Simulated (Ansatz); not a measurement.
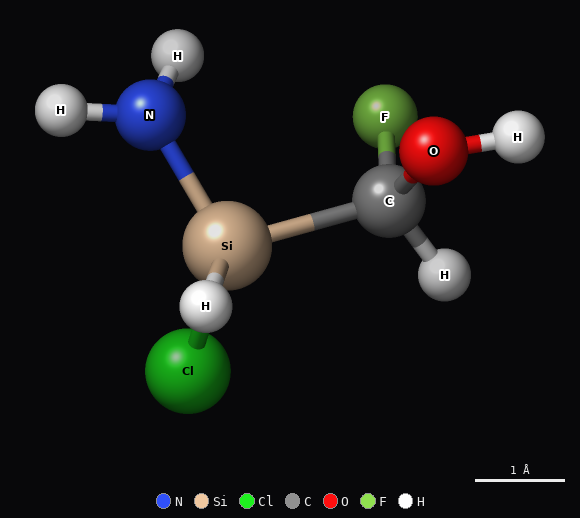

Starting structure of CH5ClFNOSi. The picture is a ball-and-stick view, seen face on.

The start comes from PBE-D4/def2-SVP.

Method: RKS PBE0-D4/def2-TZVP in Ansatz 0.2.0.

Input
```yaml
crystal:
  periodic: [false, false, false]
  atoms:
    - {symbol: N, position_ang: [-1.220989, -1.077295, -0.729623]}
    - {symbol: Si, position_ang: [0.342966, -0.372217, -0.818751]}
    - {symbol: Cl, position_ang: [0.683808, 0.921975, -2.445431]}
    - {symbol: C, position_ang: [0.456807, 0.737888, 0.748856]}
    - {symbol: O, position_ang: [0.689299, -0.063588, 1.848246]}
    - {symbol: F, position_ang: [-0.806250, 1.380620, 0.850470]}
    - {symbol: H, position_ang: [-1.555215, -1.756284, -1.415640]}
    - {symbol: H, position_ang: [-1.973304, -0.474548, -0.383768]}
    - {symbol: H, position_ang: [1.397939, -1.428118, -0.906899]}
    - {symbol: H, position_ang: [1.197983, 1.568031, 0.647793]}
    - {symbol: H, position_ang: [0.852456, 0.506736, 2.625447]}
basis:
  gaussian: {orbitals: def2-TZVP}
hamiltonian: {xc: pbe0, dispersion: d4}
relax: {f_tol: 0.005, max_steps: 150}
```

Command:
```bash
ansatz run in.yaml --threads 4 --pin off --events-out ev --progress --plain --max-ram 10444MiB
```

**What does the optimiser find from here?**

The energy falls by 0.064 eV in 8 geometry steps. Largest force component: 0.8 eV/Å at the start, 0.0041 eV/Å at the end. H8 moves most after the best rigid fit: 0.12 Å. Largest moves by element: H 0.12 Å, F 0.07 Å, Cl 0.05 Å, N 0.05 Å, Si 0.04 Å, O 0.02 Å. Among the contacts that change: Si2–Cl3 2.106 → 2.071 Å, N1–Si2 1.718 → 1.690 Å, C4–H10 1.117 → 1.097 Å, Si2–H9 1.495 → 1.477 Å. Among the angles between lasting bonds that change: Si2–N1–H8 116.4° → 120.0°, N1–Si2–C4 104.4° → 106.9°.

History of the run:

```json
{"step": "0", "E − E(0), eV": "0.0000", "largest force component, eV/Å": "0.7951"}
{"step": "1", "E − E(0), eV": "-0.0536", "largest force component, eV/Å": "0.2356"}
{"step": "2", "E − E(0), eV": "-0.0609", "largest force component, eV/Å": "0.0944"}
{"step": "3", "E − E(0), eV": "-0.0624", "largest force component, eV/Å": "0.0595"}
{"step": "4", "E − E(0), eV": "-0.0638", "largest force component, eV/Å": "0.0499"}
{"step": "5", "E − E(0), eV": "-0.0640", "largest force component, eV/Å": "0.0228"}
{"step": "6", "E − E(0), eV": "-0.0641", "largest force component, eV/Å": "0.0122"}
{"step": "7", "E − E(0), eV": "-0.0641", "largest force component, eV/Å": "0.0069"}
{"step": "8", "E − E(0), eV": "-0.0641", "largest force component, eV/Å": "0.0041"}
```

The structure at the end:

```xyz
11

N    -1.2339   -1.0499   -0.7751
Si    0.3075   -0.3568   -0.8063
Cl    0.6858    0.9220   -2.3907
C     0.4534    0.7420    0.7482
O     0.6962   -0.0488    1.8457
F    -0.7730    1.4081    0.8993
H    -1.4932   -1.8125   -1.3774
H    -2.0269   -0.5002   -0.4856
H     1.3424   -1.4079   -0.8775
H     1.1969    1.5412    0.6369
H     0.9104    0.5060    2.6033
```

After the run, drawn alike:

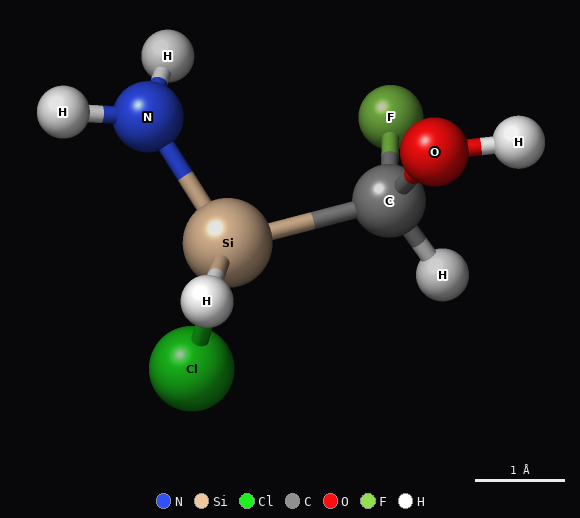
